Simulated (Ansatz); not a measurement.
# Resistivity from frozen vibrations: Rh(111) with 4 thermally displaced layers, 2x2

How much do lattice vibrations at 800 K scatter the electrons of Rh? Layers with random displacements are laid between perfect leads, and the resistance is followed against their length.

Method: Ansatz plane-wave DFT, PBE, PAW files; ballistic transport by layer matching (Landauer), zero bias; PAW set soft_1, in Ansatz 0.2.0.

## 1. The starting structure

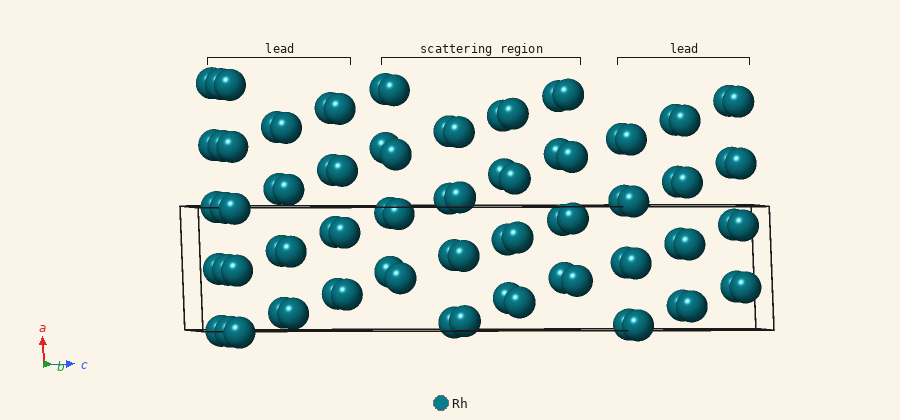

The starting structure, seen from the side, with the c axis across the page (rhodium blue). 2×1×1 cells are drawn. Some periodic images of atoms are drawn too.

The cell holds 40 atoms: 40 Rh. Its edges and angles: a = 5.378 Å, b = 5.378 Å, c = 22.012 Å, α = 93.5°, β = 86.5°, γ = 120.0°. It derives from Rh. Regions: lead, 24 atoms (24 Rh); scattering region, 16 atoms (16 Rh). The structure is stacked along c, and the current runs across the ab planes.

## 2. With 4 displaced layers

Each atom of 4 layers is moved at random, by amounts drawn from a normal law 0.0704 Å wide in each direction from the Debye model (480 K) at 800 K. The layers about the cell's end stay perfect and serve as the lead. Disorder leaves little or no symmetry, which makes such runs dear. Energies from -0.05 to 0.05 eV in steps of 0.05 eV are too few for the program's thermal sum, so it prints no conductance; for a metal the transmission near the Fermi level serves, at a fraction of the cost.

File input.yaml:

```yaml
crystal:
  lattice:
    - [5.3783955991, 0.0, 0.0]
    - [-2.6891977995, 4.6578272204, 0.0]
    - [1.3445988998, -0.7763045367, 21.9572080876]
  atoms:
    - { symbol: Rh, position: [0.9916666667, 0.0083333333, 0.05] }
    - { symbol: Rh, position: [0.9916666667, 0.5083333333, 0.05] }
    - { symbol: Rh, position: [0.4916666667, 0.0083333333, 0.05] }
    - { symbol: Rh, position: [0.4916666667, 0.5083333333, 0.05] }
    - { symbol: Rh, position: [0.1416666667, 0.3583333333, 0.15] }
    - { symbol: Rh, position: [0.1416666667, 0.8583333333, 0.15] }
    - { symbol: Rh, position: [0.6416666667, 0.3583333333, 0.15] }
    - { symbol: Rh, position: [0.6416666667, 0.8583333333, 0.15] }
    - { symbol: Rh, position: [0.2916666667, 0.2083333333, 0.25] }
    - { symbol: Rh, position: [0.2916666667, 0.7083333333, 0.25] }
    - { symbol: Rh, position: [0.7916666667, 0.2083333333, 0.25] }
    - { symbol: Rh, position: [0.7916666667, 0.7083333333, 0.25] }
    - { symbol: Rh, position: [0.9419719318, 0.0566783655, 0.3520539843] }
    - { symbol: Rh, position: [0.9387974838, 0.550427814, 0.3511597194] }
    - { symbol: Rh, position: [0.4662762047, 0.0722761132, 0.3477429575] }
    - { symbol: Rh, position: [0.420364161, 0.548932113, 0.350132542] }
    - { symbol: Rh, position: [0.0602359703, 0.4043594261, 0.446004074] }
    - { symbol: Rh, position: [0.0781334833, 0.8999355861, 0.4489855519] }
    - { symbol: Rh, position: [0.6050059461, 0.4240264264, 0.4495877595] }
    - { symbol: Rh, position: [0.6043419695, 0.8984641251, 0.4511273745] }
    - { symbol: Rh, position: [0.2546043447, 0.2593572797, 0.5476154251] }
    - { symbol: Rh, position: [0.2260201917, 0.7515306617, 0.5507062169] }
    - { symbol: Rh, position: [0.7269511049, 0.2550856878, 0.5494893284] }
    - { symbol: Rh, position: [0.7501809722, 0.7617687334, 0.5511397629] }
    - { symbol: Rh, position: [0.8817068984, 0.1067927651, 0.6525143915] }
    - { symbol: Rh, position: [0.9008936837, 0.5901067239, 0.6548555054] }
    - { symbol: Rh, position: [0.415053825, 0.1202873723, 0.6508481707] }
    - { symbol: Rh, position: [0.3975304287, 0.6314250383, 0.656287004] }
    - { symbol: Rh, position: [0.0416666667, 0.4583333333, 0.75] }
    - { symbol: Rh, position: [0.0416666667, 0.9583333333, 0.75] }
    - { symbol: Rh, position: [0.5416666667, 0.4583333333, 0.75] }
    - { symbol: Rh, position: [0.5416666667, 0.9583333333, 0.75] }
    - { symbol: Rh, position: [0.1916666667, 0.3083333333, 0.85] }
    - { symbol: Rh, position: [0.1916666667, 0.8083333333, 0.85] }
    - { symbol: Rh, position: [0.6916666667, 0.3083333333, 0.85] }
    - { symbol: Rh, position: [0.6916666667, 0.8083333333, 0.85] }
    - { symbol: Rh, position: [0.8416666667, 0.1583333333, 0.95] }
    - { symbol: Rh, position: [0.8416666667, 0.6583333333, 0.95] }
    - { symbol: Rh, position: [0.3416666667, 0.1583333333, 0.95] }
    - { symbol: Rh, position: [0.3416666667, 0.6583333333, 0.95] }
kpoints:
  mp_grid: { grid: [5, 5, 1] }
hamiltonian:
  xc: pbe
  pseudopotentials: { kind: paw, azcp: { folder: soft_1 } }
scf:
  occupations: { method: fermi_dirac, width: 0.1 }
output:
  transmission:
    leads: [[0, 4]]
    kmesh: [10, 10]
    e_range: [-0.05, 0.05]
    de: 0.05
  write_potential: true
  write_density: true
  volumetric_format: npy
  elf: true
```

Command:

```sh
$ ansatz run input.yaml --threads 4 --pin off --max-ram 15360MiB --backend cpu --events-out ev --progress --plain --runs-dir out
```

Numbers of over 12 decimals in the logs are rounded to 6 here.

Output:

```text
Engine: ansatz 0.2.0, aarch64-unknown-linux-gnu
Pseudopotentials: kind: paw
Pseudopotential: Rh, paw, valence charge 17, recommended cutoff 420 eV (normal), soft_1/Rh.paw.azcp
Functional definition: PBE
  parameter kappa = 0.804
  parameter beta = 0.066725
  exchange = pbe_x(kappa = kappa, mu = beta*pi^2/3)
  correlation = pbe_c(beta = beta)
Crystal: 40 atoms, lattice volume = 550.064 Å³
Basis set: ecut = 420 eV, 10671 PW (Γ)
Bands: 408, of which v1, the nominal top of the filled ones, is band 340 counted from 1 (339 counted from 0)
Symmetry: 1 space group operations
Space group: P1 (ITA 1), of the structure as read, at distance tolerance 8.2e-5 Å
k-points: 13 of 25 (time reversal used)
Non-local potential: Rh, projectors of the file, l = 0: 3, l = 1: 2, l = 2: 2, l = 3: 1
PAW form: soft (Blöchl's): semilocal exchange-correlation on the pseudo side does not see the compensation charge
PAW one-centre angular grid: Rh, 590 points (default); XC on 64 Gauss nodes
Initial density: superposition of atomic densities (chi_scale 0.1, normalization cell)
Initial wavefunctions: pseudopotential atomic-orbital guess
Functional: x = pbe(κ = 0.804, μ = 0.219515), c = pbe(β = 0.066725)
SCF iter   1: F=—  HF=-256135.444013 eV  |F-HF|=—  |Δ(HF+E_count)|=         —  Δρ=1.09e-1  dr2=6.13e1  ethr=3.10e-3  ⟨swp⟩=4.5  Hψ=14913  notcnv=0  defer=56
preconditioner: auto → Kerker (q_TF=auto, 2.826 Å⁻¹)  [metal: Δε(μ)=0.011 eV  Ē_g=6.407 eV  σ=0.100 eV  W_gap=0.03  n_scr=228 (ndim 8)  ℏωp=30.0 eV  f_vac=0.000  D(μ)=45.89/eV (n_scr^D=560)]
SCF iter   2: F=—  HF=-256120.387603 eV  |F-HF|=—  |Δ(HF+E_count)|=    1.51e1  Δρ=5.09e-2  dr2=1.28e1  ethr=3.10e-3  ⟨swp⟩=2.2  Hψ=8983  notcnv=0  defer=270
SCF iter   3: F=—  HF=-256117.005554 eV  |F-HF|=—  |Δ(HF+E_count)|=    3.38e0  Δρ=1.02e-2  dr2=3.00e-1  ethr=1.89e-3  ⟨swp⟩=2.0  Hψ=7930  notcnv=0  defer=270
SCF iter   4: F=—  HF=-256117.020522 eV  |F-HF|=—  |Δ(HF+E_count)|=   1.50e-2  Δρ=1.22e-3  dr2=9.14e-3  ethr=4.40e-5  ⟨swp⟩=2.0  Hψ=9606  notcnv=0  defer=270
SCF iter   5: F=—  HF=-256117.021517 eV  |F-HF|=—  |Δ(HF+E_count)|=   9.95e-4  Δρ=2.97e-4  dr2=7.53e-4  ethr=1.34e-6  ⟨swp⟩=2.0  Hψ=7176  notcnv=0  defer=270
SCF iter   6: F=—  HF=-256117.021528 eV  |F-HF|=—  |Δ(HF+E_count)|=   1.08e-5  Δρ=6.43e-5  dr2=8.28e-5  ethr=1.11e-7  ⟨swp⟩=1.0  Hψ=4997  notcnv=0  defer=270
SCF iter   7: F=—  HF=-256117.022527 eV  |F-HF|=—  |Δ(HF+E_count)|=   9.99e-4  Δρ=2.21e-5  dr2=5.46e-6  ethr=1.22e-8  ⟨swp⟩=1.0  Hψ=4997  notcnv=0  defer=270
SCF iter   8: F=—  HF=-256117.022527 eV  |F-HF|=—  |Δ(HF+E_count)|=   1.94e-8  Δρ=4.58e-6  dr2=1.23e-6  ethr=8.03e-10  ⟨swp⟩=2.7  Hψ=8559  notcnv=0  defer=270
SCF iter   9: F=-256117.022527 eV  HF=-256117.022527 eV  |F-HF|=3.10e-8  |Δ(HF+E_count)|=   5.18e-9  Δρ=2.58e-6  dr2=4.50e-8  ethr=1.47e-11  ⟨swp⟩=6.8  Hψ=13845  notcnv=0
SCF 1 converged in 9 iterations: F = -256117.022527 eV  dr2 = 4.50e-8
  greatest PAW one-centre occupation: 1.000 electrons in one spin orbital (limit 2), on the Rh atom at site 13 (counted from 0), in its partial waves of l = 0
transmission: 205 of 2028 steps passed
transmission: 406 of 2028 steps passed
[...]
transmission: 2028 of 2028 steps passed
SCF converged after 9 iterations
Free energy (F): -256117.022527 eV
Harris-Foulkes:  -256117.022527 eV  (|F-HF|=3.10e-8)
Internal energy: -256115.276376 eV  (E = F + TS)
E sigma→0 (E₀):  -256116.149452 eV
Entropy (-TS):   -1.746152 eV (-43.654 meV/atom)
Fermi energy:    22.419040 eV
--- Per-component energies (eV) ---
  E_band       = -3401.498971
  E_kinetic    = 21513.197067
  E_local      = -59194.808466  (includes V_loc(G=0)·N_el)
  E_nonlocal   = 11926.232348
  E_hartree    = 22030.010823
  E_xc         = -8081.776698
  E_vxc        = -10142.900181  (∫ρ·V_xc dr)
  E_paw        = -144135.217644  (= ΣΔE_a)
  E_vpaw       = -11563.281711  (= ΣTr[D̂ρ^β])
  E_aug_tail   = 0.003250  (compensation charges beyond the density's cutoff)
  E_ewald      = -100172.917056
  E_smearing   = -1.746152  (= −TS)
  E_closure    = -0.000000  (closes the sum)
  Σ components = -256117.022527   (vs F -256117.022527, Δ=0.00e0)
--- Band table (eV; the first three rows and the last of 13) ---
  k-point 0: bands = [... 336 lower, 22.9573, 22.9725, 22.9745, 22.9814, 22.9972, 23.0032, 23.0045, 23.0057, ... 64 higher]
  k-point 1: bands = [... 336 lower, 22.6005, 22.6194, 22.6401, 22.6580, 22.6769, 22.6850, 22.7300, 22.7374, ... 64 higher]
  k-point 2: bands = [... 336 lower, 21.8685, 21.9012, 21.9670, 22.0230, 22.0437, 22.1068, 22.1231, 22.1760, ... 64 higher]
  k-point 12: bands = [... 336 lower, 22.3583, 22.3877, 22.4072, 22.4289, 22.4580, 22.4661, 22.4838, 22.5081, ... 64 higher]
--- Transmission ---
  basis      : 211 plane waves across, 39 finite elements along
  points     : 52, standing for a mesh of 10 x 10
  energies   : 3 from -0.050000 to 0.050000 eV about the Fermi level, 0.050000 eV apart; the leads are filled to 0.000000 eV, and channels, transmission and decay are at 0.000000 eV
  crystal 0  : Rh4, at the sites [0, 4], period 2.1957 Å, over 13.17 Å; its Hamiltonian steps by up to 7.6 meV
    offset         : up to 0.0000 Å between an atom of the period and one for which it stands
    channels       : 7.080000e0 a spin
    conductance    : none, the energies end too early or step too widely for 300 K: set another output.transmission.e_range or a lower de, or, where they end at an eighth of basis.ecutwfc, a higher one
  junction   : crystal 0 to crystal 0, 0.70 to 20.46 Å
    transmission   : 5.920120e0 a spin
    conductance    : none, the energies end too early or step too widely for 300 K: set another output.transmission.e_range or a lower de, or, where they end at an eighth of basis.ecutwfc, a higher one
```

Elapsed: 7.7 min, on 4 threads of Arm Neoverse V1, shared host; peak memory 5 GiB.

Reading the cycles: dr2 is the Hartree energy of the density residual (eV), the measure of convergence; HF is the Harris–Foulkes estimate of the energy, which meets the free energy F at convergence.

This step gave:

* free energy: -256117.0225 eV
* energy at zero smearing: -256116.1495 eV
* Fermi energy: 22.42 eV
* cell area: 25.05 Å²
* transmission per spin nearest the Fermi level: 5.920
* open channels per spin nearest the Fermi level: 7.08
* step of the lead's potential: 7.6 meV

Per spin. Transmission, zone mean against energy, zero at the Fermi level:

```csv
energy (eV),"transmission, zone mean"
-0.0500,5.68
0.0000,5.92
0.0500,5.94
```

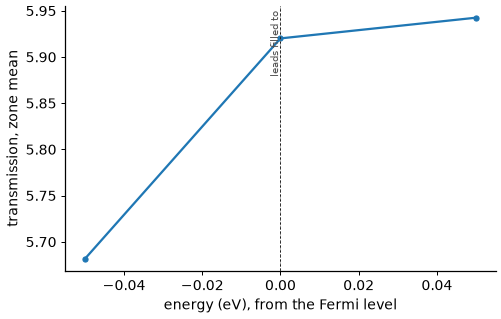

Transmission, zone mean, plotted against energy.

Per spin. Open channels, zone mean, lead against energy, zero at the Fermi level:

```csv
energy (eV),"open channels, zone mean, lead"
-0.0500,6.72
0.0000,7.08
0.0500,7.08
```

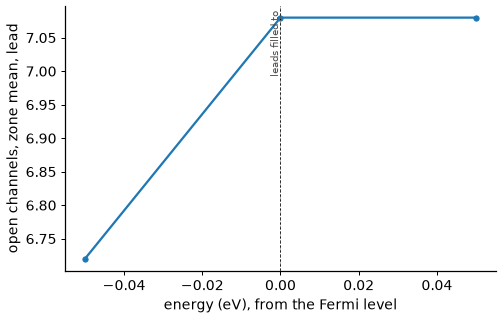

Open channels, zone mean, lead, plotted against energy.

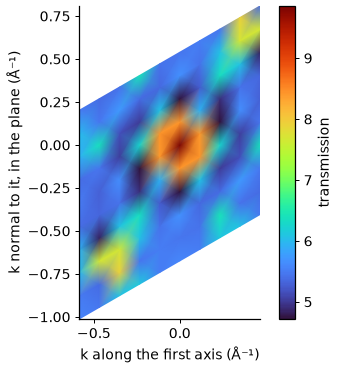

Transmission over k1 and k2. At 0.0000 eV from the Fermi level.

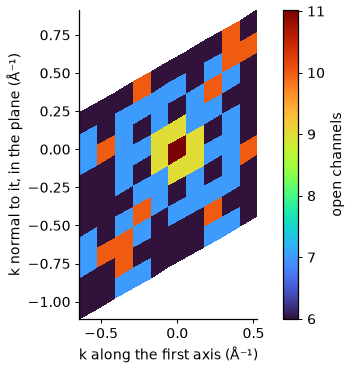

Open channels over k1 and k2. At 0.0000 eV from the Fermi level.

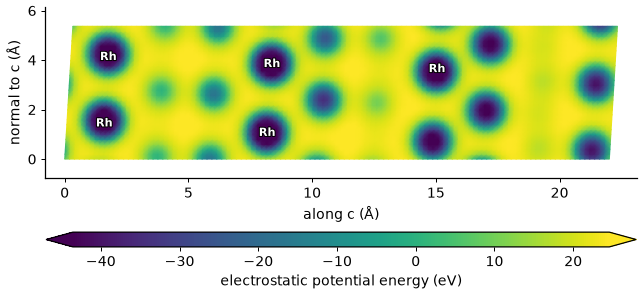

Electrostatic potential energy in the ca plane at fractional y = 0.549, with atoms of Rh within 0.2 Å of it. With pseudopotentials it is smooth inside the atoms' cores, unlike the true potential. The map starts off the cell's origin, so that atoms lie inside it.

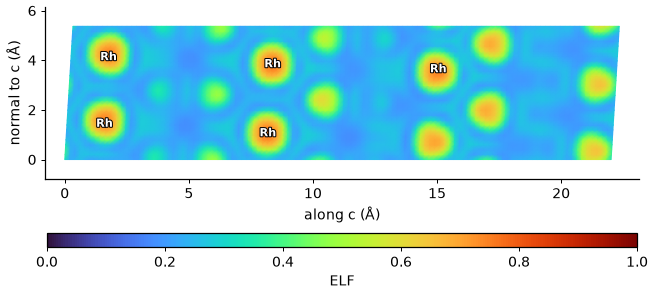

ELF in the ca plane at fractional y = 0.549, with atoms of Rh within 0.2 Å of it. It is the smooth field of the valence electrons, not physical close to the nuclei. The map starts off the cell's origin, so that atoms lie inside it.

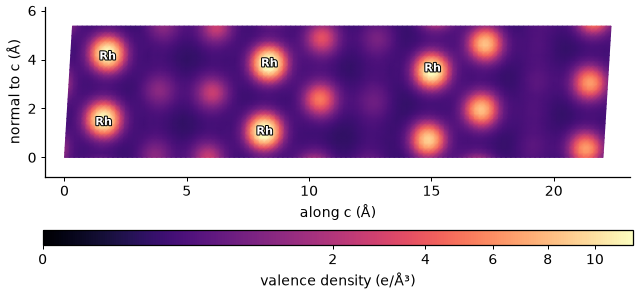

Valence density in the ca plane at fractional y = 0.549, with atoms of Rh within 0.2 Å of it. It is the smooth field of the valence electrons, not physical close to the nuclei. The map starts off the cell's origin, so that atoms lie inside it. The colour scale is stretched toward low values.

Over the solved energies the transmission per spin lies between 5.68 and 5.94, out of 6.96 channels of the lead on average (up to 7.08).

(Part 1 of 2 ends here.)

[Logs are printed without paths, hosts, clocks, repeated set-up lines and the standing remarks that a program may print on its own settings, such as how far it seeks lower states.]

[Hosts, paths, dates, database ids (printed as entryN), source tags and the programs' standing remarks are cut or masked in the printed files.]
